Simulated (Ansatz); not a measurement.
# TaBO: one change and its effect

System: TaBO, charge −1, multiplicity 6.
Method of run A: UKS B2PLYP/def2-TZVPPD (Ansatz 0.2.0).

The geometry comes from this level: PBE0-D4/def2-TZVPPD. Text and figures count atoms from 1; the logs count them from 0 in places.

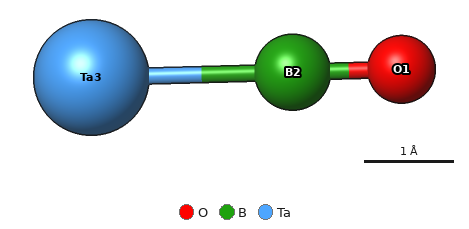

**Figure 1.** The structure as given in the input (ball-and-stick view, seen at a tilt; atoms are numbered from 1 in the order of the input). Sticks mark near contacts. Bond lengths as drawn: B–O 1.23 Å and B–Ta 2.28 Å.

## Input, run A
```yaml
crystal:
  periodic: [false, false, false]
  atoms:
    - { symbol: O, position_ang: [0.0, 0.0, -1.58109432] }
    - { symbol: B, position_ang: [0.0, 0.0, -0.34850823] }
    - { symbol: Ta, position_ang: [0.0, 0.0, 1.92960255] }
magnetization:
  spin_polarized: true
  initial_magnetization: 5
total_charge: -1
basis:
  gaussian: { orbitals: def2-TZVPPD.json }
hamiltonian:
  xc: { name: B2PLYP }
```

Command:
```bash
ansatz run input.yaml --threads 4 --pin off --max-ram 10240MiB --backend cpu --events-out ev --progress --plain --runs-dir out
```

Hardware: 4 threads of Arm Neoverse N1, 98 GiB of memory available, shared host.

## Output (run A)
```
Engine: ansatz 0.2.0, aarch64-unknown-linux-gnu
Functional definition: B2PLYP
  parameter a = 0.53
  parameter c = 0.27
  exchange = (1 - a)*b88_x + a*exact_x
  correlation = (1 - c)*lyp_c + c*(mp2_os + mp2_ss)
849 factors; integrals over basis functions are off by at most 1.3e-3 eV
mean field evaluation 1: about -4261.3352 eV, gradient 8.9e0 eV
mean field evaluation 2: about -4261.4097 eV, gradient 8.9e0 eV
mean field evaluation 4: about -4262.6863 eV, gradient 3.9e0 eV
mean field evaluation 8: about -4262.8966 eV, gradient 1.1e0 eV
mean field evaluation 16: about -4262.9315 eV, gradient 1.8e-2 eV
mean field evaluation 32: about -4262.9315 eV, gradient 3.4e-4 eV
mean field evaluation 64: about -4262.9142 eV, gradient 5.3e-1 eV
mean field evaluation 96: about -4262.9315 eV, gradient 9.9e-6 eV
mean field -4262.93152622 eV, -156.6598440697 hartree, gradient 9.9e-6 eV, S^2 8.755039; 6 other end points of the search recorded, 0 dependent functions left out
2 core orbitals not correlated: weight in the atoms' cores, before any rotation towards them, 1.000 or more for the frozen orbitals, at most 0.000 for the correlated occupied ones
reference -4262.93165565 eV, -156.6598488263 hartree; 14, 9 occupied and 120, 125 virtual orbitals, 849 factors
second order -21.02598565 eV of doubles, -0.00000000 eV of singles
Total energy: -4268.60867177 eV, -156.8684753208 hartree
```

The input of run B differs as follows (lines with − go, lines with + come):
```diff
-  xc: { name: B2PLYP }
+  xc: { name: wB97M-V }
```

Predict how the results change.

The total energies belong to different methods, so their difference says nothing on which is more stable or more accurate. The functional changes from B2PLYP to wB97M-V. The basis functions go from 134 to 136. On the same kind of shared host run B took about 2.4 times as long.

## Output (run B)
```
Engine: ansatz 0.2.0, aarch64-unknown-linux-gnu
Functional definition: wB97M-V
  parameter omega = 0.3/bohr
  parameter cx = 0.15
  parameter cx01 = 1.007
  parameter cx10 = 0.259
  parameter css00 = 0.443
  parameter css04 = -1.437
  parameter css10 = -4.535
  parameter css20 = -3.390
  parameter css43 = 4.278
  parameter cos00 = 1.000
  parameter cos10 = 1.358
  parameter cos20 = 2.924
  parameter cos21 = -8.812
  parameter cos60 = -1.390
  parameter cos61 = 9.142
  parameter b = 6.0
  parameter c = 0.01
  gx(w, u) = 1 - cx + cx01*u + cx10*w
  gss(w, u) = css00 + css04*u^4 + css10*w + css20*w^2 + css43*w^4*u^3
  gos(w, u) = cos00 + cos10*w + (cos20 + cos21*u)*w^2 + (cos60 + cos61*u)*w^6
  exchange = spin_sum(e_x_unif_sr(omega)*gx(b97_w, b97_u_x)) + cx*exact_x_sr(omega) + exact_x_lr(omega)
  correlation = spin_sum(e_c_pw_mod_same_spin*gss(b97_w, b97_u_same))
      + integral(e_c_pw_mod_opposite_spin*gos(b97_w_opposite, b97_u_opposite)) + vv10(b, c)
735 factors; their error is unknown
199 factors; integrals over basis functions are off by at most 1.1e-4 eV
mean field evaluation 1: about -4269.1913 eV, gradient 9.2e0 eV
mean field evaluation 2: about -4270.1216 eV, gradient 4.7e0 eV
mean field evaluation 4: about -4270.4838 eV, gradient 1.2e0 eV
mean field evaluation 8: about -4270.5988 eV, gradient 1.9e-1 eV
mean field evaluation 16: about -4270.6120 eV, gradient 6.1e-3 eV
mean field evaluation 32: about -4270.6120 eV, gradient 5.5e-5 eV
mean field -4270.61204576 eV, -156.9420979568 hartree, gradient 9.9e-6 eV, S^2 8.755633; 2 other end points of the search recorded, 0 dependent functions left out
reference -4270.61209065 eV, -156.9420996064 hartree; 16, 11 occupied and 120, 125 virtual orbitals, 735 factors
Total energy: -4270.61209065 eV, -156.9420996064 hartree
```

## The two runs side by side

| quantity | run A | run B |
| --- | --- | --- |
| outcome | converged | converged |
| total energy (hartree) | −156.868475 | −156.942100 |
| ⟨S²⟩ | 8.755 | 8.756 |
| basis functions | 134 | 136 |
| wall time (shared host) | 19 s | 46 s |
